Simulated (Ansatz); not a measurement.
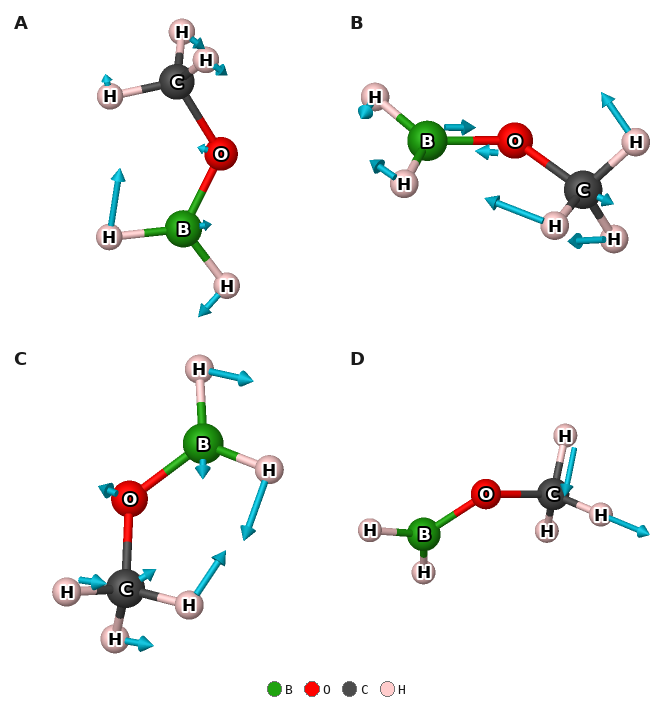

4 normal modes of one molecule or complex, as arrows. Harmonic vibrations computed with RKS PBE0-D4/def2-TZVP (Ansatz 0.2.0) at a stationary point of the same level.

Match the panels to the wavenumbers 403 cm⁻¹, 1029 cm⁻¹, 1402 cm⁻¹, 3132 cm⁻¹.

A: 1029 cm⁻¹
B: 1402 cm⁻¹
C: 403 cm⁻¹
D: 3132 cm⁻¹, out-of-phase stretching of 2 C–H bonds
